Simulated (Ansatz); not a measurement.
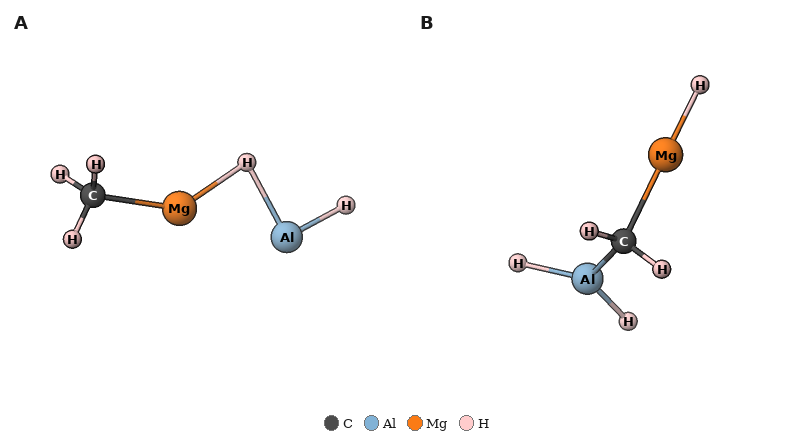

2 stationary structures of one formula. Geometries: PBE-D4/def2-SVP. Electronic energies: PBE-D4/def2-SVP (Ansatz 0.2.0), without zero-point energy. No frequency run is at hand to confirm each as a minimum. Each is one conformer, not always the lowest.

> Which is lowest in energy, and by how much?

B is lowest (Cs); A lies 55.5 kJ/mol above it.
